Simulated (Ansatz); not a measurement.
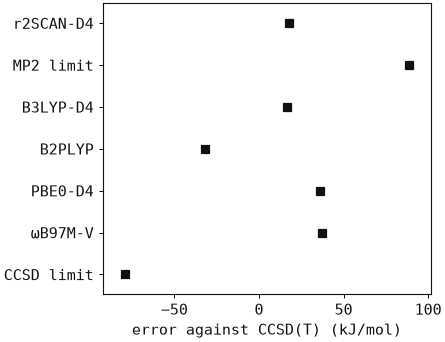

Error in the electronic atomisation energy (method less reference, so positive means overbinding) of CH₄N₂SSi, SMILES NC1=N[SiH2]S1: functionals in def2-TZVPP against frozen-core CCSD(T) at the limit (MP2 extrapolated from triple and quadruple zeta, plus CCSD(T) less MP2 in a smaller set), which gives 3299.3 kJ/mol, at a PBE0-D4/def2-TZVP geometry (no frequency check), no zero-point or spin-orbit term, the Ansatz code. The reference leaves out core correlation, a term that grows with the number of heavy atoms. B2PLYP holds a correlation term that converges slowly with the basis, so part of the distance to the limit is basis error. No dispersion term is added to B2PLYP. Limit means the basis limit.

Which of these levels overbind, and which underbind?

Answer. Overbind: MP2 limit, PBE0-D4 and ωB97M-V. Underbind: B2PLYP and CCSD limit. Within 25 kJ/mol of zero, too close to call in view of what the reference leaves out: r2SCAN-D4 and B3LYP-D4.

Give the values.

Answer.
```
     level  kJ/mol
 r2SCAN-D4    17.8
 MP2 limit    88.4
  B3LYP-D4    16.4
    B2PLYP   −31.7
   PBE0-D4    35.8
   ωB97M-V    37.3
CCSD limit   −79.1
```
